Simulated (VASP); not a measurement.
Here is the system:

```
BP
1.0
    0.00000     2.24484     2.24484
    2.24484     0.00000     2.24484
    2.24484     2.24484     0.00000
B P
1 1
Direct
  0.00000   0.00000   0.00000
  0.25000   0.25000   0.25000
```

All values below come from LDA (Ceperley-Alder, Perdew-Zunger), VASP's LDA PAW potentials (set 64) (plane waves; VASP). Numerical set-up: 520 eV cut-off, 11×11×11 Γ-centred mesh, tetrahedra with Blöchl corrections, potentials B P.

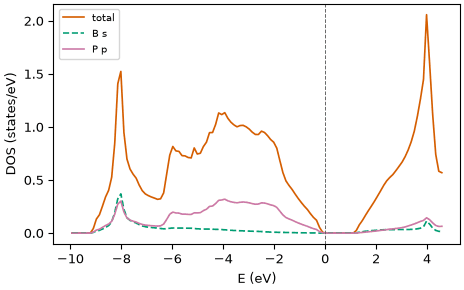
Fig. 1. Total and projected density of states, zero at the valence-band maximum

Within 2 eV below the valence-band maximum the largest weight inside VASP's projection spheres is B p, then P p.

It has a band gap.

The compound is BP in the zinc blende structure. It was relaxed first.
